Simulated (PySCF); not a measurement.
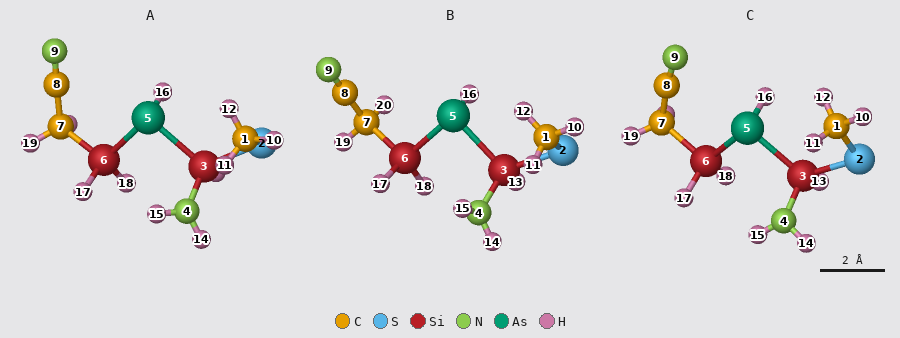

3 geometries from one relaxation of C3H11AsN2SSi2, in shuffled order. The picture is a ball-and-stick view, seen at a tilt.

The start comes from GFN2-xTB. Its atoms were then displaced at random by about 0.01 Å.

Theory: PBE0-D3(BJ)/def2-SVP geometry optimisation, gas phase in PySCF 2.14.0, density-fitted response routines. 

Put them in the order of the run, from the start to the converged end.

Answer. C, A, B. They are steps 0, 10, 24, at +0.526 eV, +0.102 eV relative to the last. The largest move after the best rigid fit is that of N9, 1.53 Å. By element the largest moves are N 1.53 Å, H 1.37 Å, C 0.74 Å, As 0.50 Å, S 0.42 Å, Si 0.21 Å. Near-neighbour distances that change, for instance: As5–Si6 2.305 → 2.362 Å, Si6–C7 1.950 → 1.915 Å, N4–H14 1.048 → 1.015 Å, N4–H15 0.983 → 1.015 Å. Among the angles between lasting bonds that change: S2–Si3–N4 107.1° → 118.0°, Si6–C7–C8 105.9° → 112.8°, N4–Si3–H13 115.1° → 108.5°. Groups turn about Si6–C7 by about 50°, S2–Si3 by about 30°. The energy falls by 0.526 eV in 24 geometry steps.
